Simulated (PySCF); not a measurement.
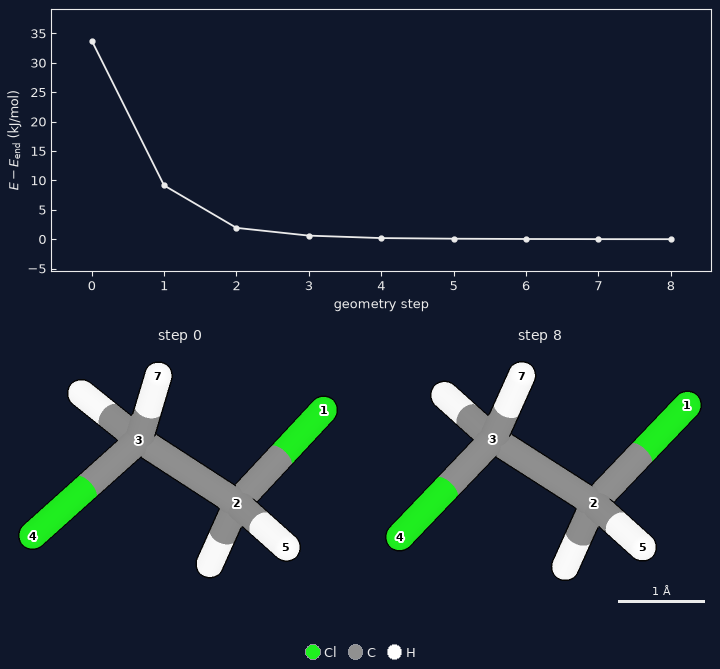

First and last geometry of a relaxation of C₂H₄Cl₂, with the history of the run. A stick model, seen at a tilt.

The start comes from MMFF94s. Its atoms were then displaced at random by about 0.03 Å.

The calculation used PySCF, PBE0-D3(BJ)/def2-SVP geometry optimisation, gas phase. 

What do the curves and the structures tell?

It converged. The energy falls by 33.8 kJ/mol in 8 geometry steps. The largest move after the best rigid fit is that of a Cl atom, 0.089 Å. By element the largest moves are Cl 0.089 Å, C 0.072 Å, H 0.065 Å. Near-neighbour distances that change, for instance: C–Cl 1.885 → 1.784 Å, C–Cl 1.687 → 1.784 Å, C–H 1.143 → 1.098 Å, C–C 1.481 → 1.510 Å. Among the angles between lasting bonds that change: Cl–C–H 100.9° → 108.1°, C–C–H 117.5° → 111.1°, Cl–C–H 103.1° → 108.1°. The run took 12 s on 1 thread of Intel(R) Xeon(R) 6975P-C, on a shared host.
